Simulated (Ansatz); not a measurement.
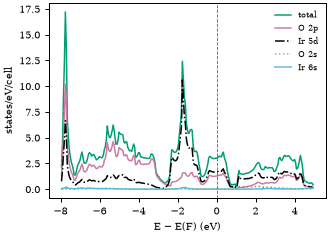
Figure: Total and projected density of states of IrO$_{2}$ (rutile, P4_2/mnm), PBE (plane waves, PAW; program Ansatz)

Q: Which orbitals carry the states next to the Fermi level?

A: Within 0.5 eV of the Fermi level: Ir 5d 56 %, O 2p 42 %. Projections are on Löwdin-orthogonalised atomic valence shells; empty p or d shells of many metals are not among them.

The cell was relaxed with PBE under the symmetry of its start. No spin polarisation was allowed. Scalar-relativistic: spin–orbit coupling is off unless named, which matters more the heavier the elements.

Potentials: the later of the program's two PAW sets.
